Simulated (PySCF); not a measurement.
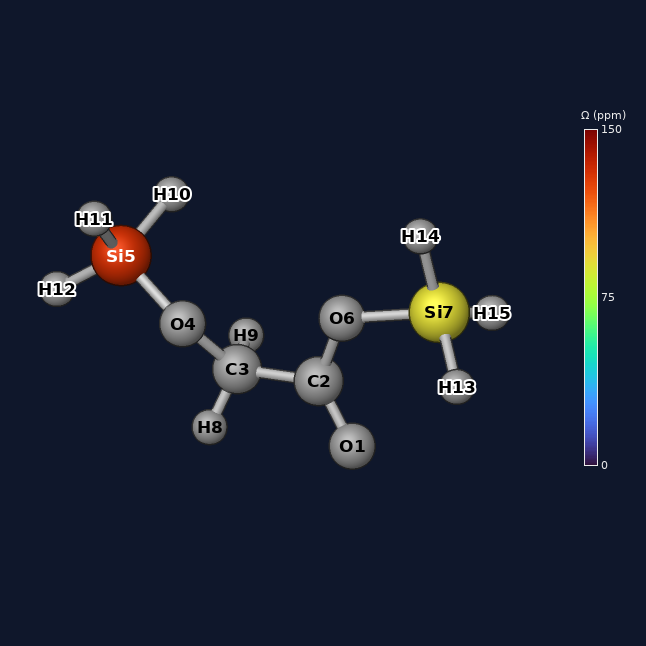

The Si atoms are coloured by the span of their shielding tensor. Geometry: a frame of a GFN2-xTB molecular-dynamics simulation, not a minimum. Method: GIAO PBE0/pcSseg-1 NMR shielding, non-relativistic, gas phase (PySCF 2.14.0). Principal shieldings σ11 ≤ σ22 ≤ σ33, span Ω = σ33 − σ11, skew κ = 3(σiso − σ22)/Ω.

> Which Si atom has the most anisotropic shielding?

Si5, with a span of 131 ppm.

Give the shielding tensors of the Si atoms.

| atom | σ11 | σ22 | σ33 | σiso | Ω | κ |
| --- | --- | --- | --- | --- | --- | --- |
| Si5 | 339.0 | 362.8 | 470.1 | 390.7 | 131.1 | 0.64 |
| Si7 | 343.2 | 364.5 | 433.2 | 380.3 | 90.0 | 0.53 |

Shieldings and span in ppm.
